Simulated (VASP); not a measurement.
Band structure of CsCl (CsCl type). These are r2SCAN+rVV10, VASP's PBE PAW potentials (set 64) (plane waves; VASP) values and carry that method's errors.

Unless said otherwise, spin-orbit coupling is left out, though it shifts the bands of the heavy elements here.

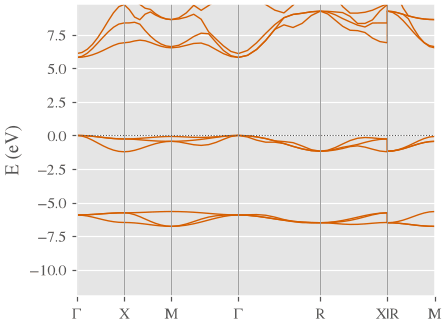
*Bands along high-symmetry lines, zero at the valence-band maximum or, without a gap, the Fermi level*

Problem. Read the plot: is there a gap, and where are the band edges?

Solution. The gap is direct, 5.81 eV, from the valence maximum at Γ to the conduction minimum at Γ.

Measured: gap 8.35 eV at 80 K (computed value off by -2.54 eV), as given by Wikipedia, Caesium chloride.

The compound is CsCl in the CsCl type structure. It was relaxed first.
